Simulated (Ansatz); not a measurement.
```yaml
atoms:
  - { symbol: N, position_ang: [-0.4942, -0.5680, -0.1045] }
  - { symbol: Zn, position_ang: [-1.5583, 0.1564, 1.4951] }
  - { symbol: H, position_ang: [-0.5701, 0.0809, -0.8883] }
  - { symbol: H, position_ang: [0.4949, -0.7269, 0.0825] }
  - { symbol: H, position_ang: [-0.9046, -1.4481, -0.4182] }
```

Geometry: B3LYP/6-31G*.

The calculation used isolated molecule in a Gaussian basis; Kohn-Sham density functional theory, functional PBE0 in Ansatz.

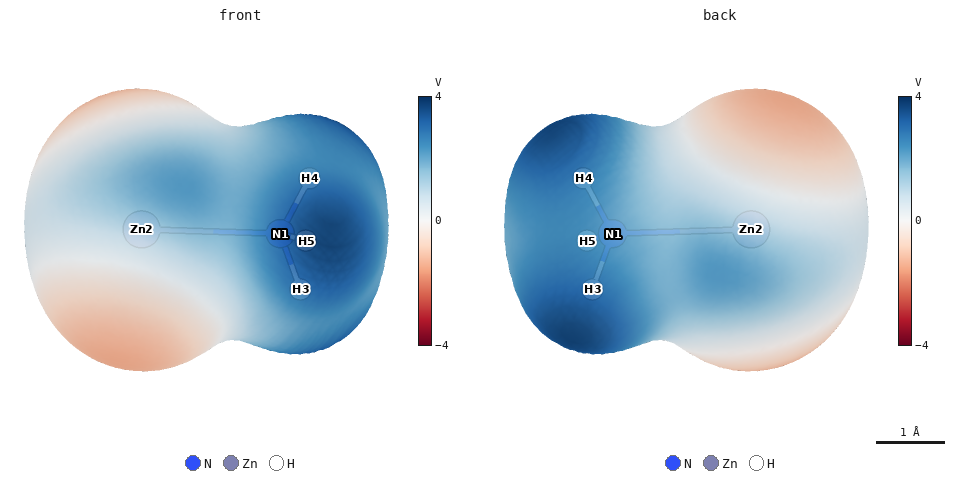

H$_{3}$NZn (triplet). The molecular electrostatic potential painted on the density surface at 0.004 e/bohr³, seen from the front and from behind; red is negative and blue positive.

### Which sites attract a positive test charge, and which a negative one?

A positive charge is drawn to the negative regions and a negative charge to the positive ones. The most negative region (about −1.5 V) lies over N1, the most positive (about +3.8 V) over H3 and H5. N1 is the likeliest acceptor of a hydrogen bond.

### What dipole moment does the calculation give?

Its dipole moment is 5.17 D.
